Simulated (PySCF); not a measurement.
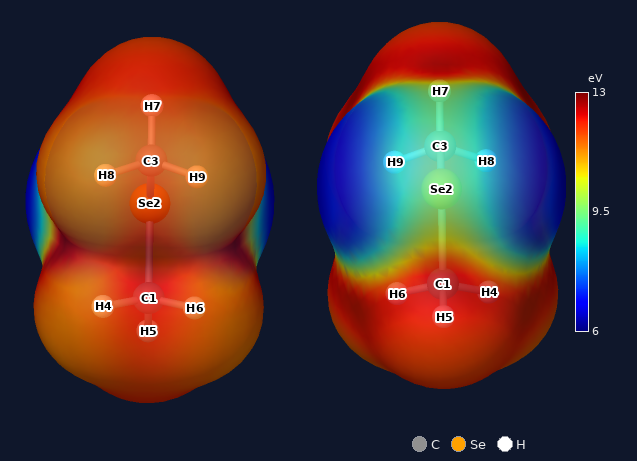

Figure. C2H6Se, SMILES `C[Se]C`. Average local ionisation energy on the surface of electron density 0.001 a.u. (back view left, front view right).

PySCF calculation, B3LYP/def2-SVPD, gas phase; geometry: GFN2-xTB. No frequency check shows the geometry to be a minimum. GFN2-xTB bond lengths at metals and heavier atoms can be off by up to 0.1 Å and shapes distorted, which carries into these values.

The calculation's input:

```python
import numpy as np
from pyscf import gto, scf, dft
from pyscf.scf import atom_ks, atom_hf
from scipy.linalg import block_diag

def solve(mol, dm0=None, hcore=None):
    mf = (dft.UKS if mol.spin else dft.RKS)(mol, xc='b3lyp')
    mf.grids.level = 3
    mf = mf.density_fit(auxbasis='def2-universal-jkfit')
    mf.conv_tol, mf.max_cycle = 1e-8, 80
    if hcore is not None:
        mf.get_hcore = lambda *args: hcore
    mf.kernel(dm0)
    if not mf.converged:
        mf = mf.newton().run(mf.mo_coeff, mf.mo_occ, max_cycle=30)
    assert mf.converged, 'SCF not converged'
    return mf

mol = gto.M(atom='''
C      1.46098     0.82107     0.00043
Se    -0.00001    -0.47441     0.00000
C     -1.46097     0.82109    -0.00043
H      1.39334     1.43658     0.89440
H      2.39412     0.26528    -0.00186
H      1.39392     1.43653    -0.89358
H     -2.39411     0.26531     0.00186
H     -1.39381     1.43664     0.89357
H     -1.39332     1.43659    -0.89441
''', basis='def2-svpd', charge=0, spin=0, verbose=4)
mf = solve(mol)
mf.analyze()
# spherically averaged free atoms, for the promolecule
atm = atom_ks.get_atm_nrks(mol, xc='b3lyp')
pro = block_diag(*[(atm[a[0]][2] * atm[a[0]][3]) @ atm[a[0]][2].T for a in mol._atom])
np.savez('result.npz', e=mf.e_tot, c=mf.mo_coeff, occ=mf.mo_occ, eps=mf.mo_energy, pro=pro, dip=mf.dip_moment(verbose=0), s2=mf.spin_square()[0])
```

Run with:

```sh
OMP_NUM_THREADS=1 python input.py
```

The run took 9.7 s on 1 thread of Intel(R) Xeon(R) Platinum 8488C (Sapphire Rapids), with other jobs on the host, peak memory 0.51 GiB.

Partitions, critical points and surface values were worked out afterwards from this run's density.

### Where are the most loosely bound electrons on this surface?

The lowest value is 6.5 eV, 2.4 Å from Se2, and at like points elsewhere. Further minima include 11.3 eV, 1.4 Å from H6, and at like points elsewhere. For comparison, the highest occupied orbital lies at −5.8 eV.
